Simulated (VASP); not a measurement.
Consider the following.

```
HfZr
1.0
    3.17122     0.00000     0.00000
   -1.58561     2.74636     0.00000
    0.00000     0.00000     5.05029
Zr Hf
1 1
Cartesian
  1.58561   0.91545   0.00000
  0.00000   0.00000   2.52514
```

All values below come from PBEsol GGA, VASP's PBE PAW potentials (set 64) (plane waves; VASP 6.6.1). Settings: 400 eV cut-off, 15×15×8 Γ-centred mesh, tetrahedra with Blöchl corrections, potentials Zr_sv Hf_pv.

Unless said otherwise, spin-orbit coupling is left out, though it shifts the bands of the heavy elements here.

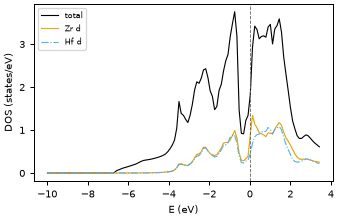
Total and projected density of states, zero at the Fermi level

Within 2 eV below the Fermi level the largest weight inside VASP's projection spheres is Zr d, then Hf d.

It has no gap at this level: it comes out as a metal or semimetal.

The structure comes from a computed database's HfZr entry (P-6m2); how it stands against other phases isn't given here. It was relaxed first.
